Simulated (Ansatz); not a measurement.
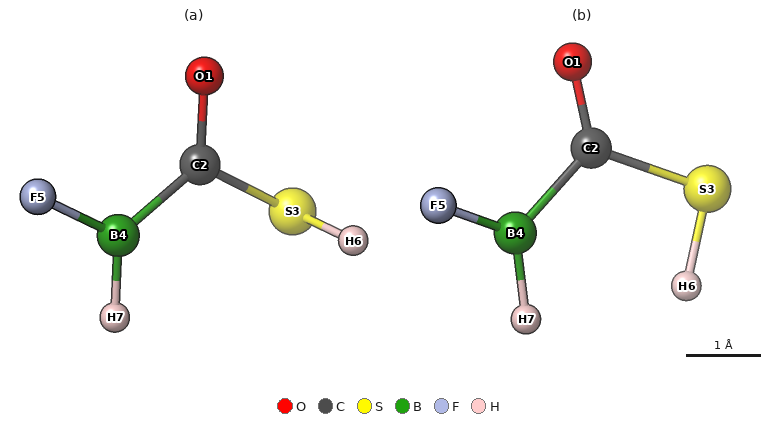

The structure of CH$_{2}$BFOS before (left) and after (right) a relaxation, at one scale.

Style: ball-and-stick. Shown at a tilt.

The run prepares an end point of a later path (torsion) calculation, from a guessed geometry.

These are results of Ansatz, RKS PBE0-D4/def2-SVP, not measurements. Settings: no spin polarisation; force threshold 0.015 eV/Å; at most 40 steps.

**What changed between the two?**

After 15 accepted moves (16 points after the start) the energy has fallen by 1.195 eV. The largest force component goes from 5.7 to 0.0063 eV/Å. The line search rejected the trial step at point 11 of the run. The atom that moves furthest after the best rigid fit is H6 (1.06 Å). Largest moves by element: H 1.06 Å, S 0.71 Å, O 0.39 Å, C 0.25 Å, F 0.24 Å, B 0.13 Å. Near-neighbour distances that change, for instance: B4–F5 1.463 → 1.306 Å, O1–C2 1.272 → 1.203 Å, C2–B4 1.566 → 1.611 Å, B4–H7 1.181 → 1.209 Å. Bond angles that change, for instance: C2–B4–H7 119.6° → 123.8°, S3–C2–B4 119.6° → 116.3°, C2–B4–F5 120.2° → 117.0°. Groups turn about C2–S3 by about 90°.
